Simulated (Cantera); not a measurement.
Input: 1 mol SiH2Cl2, 3.9 mol N2, held at 8.30e-5 bar.

These are equilibrium values from Cantera (NASA tables, ideal gas, pure condensed phases), not measurements of a reactor. Candidate condensed phases: NH4Cl, Si, Si3N4; 28 gas species. N2 is the only nitrogen source here; it is nearly inert below about 1500 K, so the nitride shown seldom forms there in practice. The tables' values for SiCl, SiCl3, SiN are old estimates; treat these amounts as uncertain. Equilibrium is a limit: real reactors are often held back by kinetics, nucleation or transport.

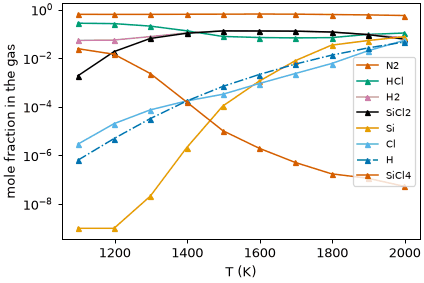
Equilibrium gas composition (values under 1e-9 drawn at 1e-9)

Q: Read off the mole fractions at 1298 K.

A: N2 about 0.64, HCl about 0.21, H2 about 0.078, SiCl2 about 0.065, SiCl4 about 0.0024, Cl about 7.5e-5, H about 3.3e-5, Si about 2.1e-8.
